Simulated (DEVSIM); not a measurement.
Device: Pd/HfO2/n-GaAs capacitor, at 300 K.

```tsv
layer (left to right)	material	thickness (nm)	Nd (cm⁻³)
1	HfO2	3.60	-
2	GaAs	3100	4.4e16
```

Metal gate on the left, work function 5.2 eV. Fixed charge at the semiconductor interface 8.2e10 cm⁻² (in units of +e); no interface traps.

Constants are typed, rounded textbook-type inputs, not results; the design itself was drawn at random and stands for no fabricated device. Values at 300 K.

| parameter | HfO2 | GaAs |
|---|---|---|
| gap (eV) | 5.7 | 1.424 |
| affinity (eV) | 2.5 | 4.07 |
| permittivity | 22 | 12.9 |
| Nc (cm⁻³) | - | 4.7e17 |
| Nv (cm⁻³) | - | 9e18 |

DEVSIM, 1D Poisson equation in equilibrium, Boltzmann statistics, complete ionisation; no quantum confinement or tunnelling. Metal contacts follow the ideal Schottky-Mott rule: no Fermi-level pinning, no interface dipoles.

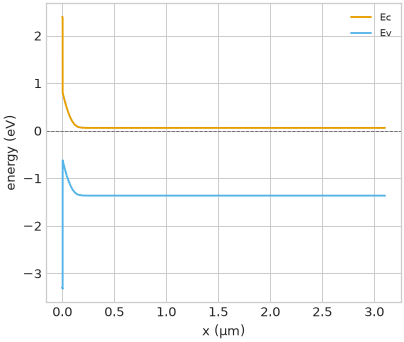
Band edges at 0.3 V on the gate

Energies count from the Fermi level of the right contact; mesh points crowd at the junctions.

```tsv
x (μm)	Ec (eV)	Ev (eV)	n (cm⁻³)	p (cm⁻³)	field (V/cm)
0.000	2.400	-3.300	< 1e2	< 1e2	-62000
0.0009948	2.394	-3.306	< 1e2	< 1e2	-62000
0.002150	2.387	-3.313	< 1e2	< 1e2	-62000
0.003246	2.380	-3.320	< 1e2	< 1e2	-62000
0.004725	0.797	-0.627	19000	2.6e8	-94000
0.007255	0.774	-0.650	48000	1.1e8	-92000
0.01259	0.725	-0.699	310000	1.7e7	-89000
0.02954	0.584	-0.840	7.3e7	69000	-78000
0.05764	0.388	-1.036	1.4e11	< 1e2	-61000
0.1187	0.130	-1.294	3.0e15	< 1e2	-24000
0.2475	0.061	-1.363	4.4e16	< 1e2	-100
0.6570	0.061	-1.363	4.4e16	< 1e2	≈ 0
1.382	0.061	-1.363	4.4e16	< 1e2	≈ 0
2.233	0.061	-1.363	4.4e16	< 1e2	≈ 0
2.778	0.061	-1.363	4.4e16	< 1e2	≈ 0
2.950	0.061	-1.363	4.4e16	< 1e2	≈ 0
3.031	0.061	-1.363	4.4e16	< 1e2	≈ 0
3.070	0.061	-1.363	4.4e16	< 1e2	≈ 0
3.092	0.061	-1.363	4.4e16	< 1e2	≈ 0
3.098	0.061	-1.363	4.4e16	< 1e2	≈ 0
3.102	0.061	-1.363	4.4e16	< 1e2	≈ 0
3.104	0.061	-1.363	4.4e16	< 1e2	≈ 0
```
